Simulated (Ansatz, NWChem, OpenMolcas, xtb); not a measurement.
**Ligand exchange: C4H10O + SiH3(SH) → C4H10S + SiH3(OH)**

Species: C4H10O (2-methyl-1-propanol) `CC(C)CO`, singlet; SiH3(SH) (sulfanylsilane), singlet; C4H10S (isobutyl mercaptan) `CC(C)CS`, singlet; SiH3(OH), singlet. The partners trade OH for SH: C–OH and Si–SH bonds give way to C–SH and Si–OH.

Shapes, held fixed at every level: PBE0-D4/def2-TZVP. Flexible molecules stand in one conformer, not always the lowest. Programs: Ansatz 0.2.0, NWChem 7.3.0, OpenMolcas 26.06, xtb 6.7.1. A level may come from different programs for different species; with the same settings they agree closely. Electronic energies: no zero-point or thermal term.

| level | kind | ΔE (kJ/mol) | less CCSD(T)/CBS estimate |
| --- | --- | --- | --- |
| GFN1-xTB | semi-empirical | -81.9 | -17.3 |
| B3LYP/6-31G* (spherical functions) | global hybrid | -42.0 | +22.6 |
| B3LYP-D4/def2-TZVPP | global hybrid | -60.4 | +4.2 |
| wB97M-V/def2-TZVPP | range-separated hybrid | -59.8 | +4.8 |
| wB97X-V/def2-TZVPP | range-separated hybrid | -57.4 | +7.2 |
| B2PLYP/def2-TZVPP | double hybrid | -62.6 | +2.0 |
| MP2/def2-TZVPP | perturbation theory | -70.3 | -5.7 |
| CCSD/def2-TZVPP | coupled cluster or CI | -62.3 | +2.3 |
| CCSD(T)/CBS estimate | coupled cluster or CI | -64.6 | 0.0 |

The highest level, CCSD(T)/CBS estimate, gives ΔE = -64.6 kJ/mol; the levels span -81.9 to -42.0. The column of differences is taken from that level and isn't an error. No measured value is set beside it here. The CBS estimate extrapolates MP2 from def2-TZVPP and def2-QZVPP and adds CCSD(T) − MP2 in the triple-zeta set, cores frozen.

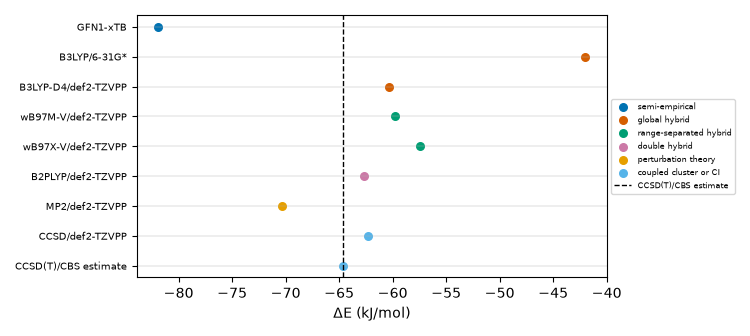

The values of the table, level by level.
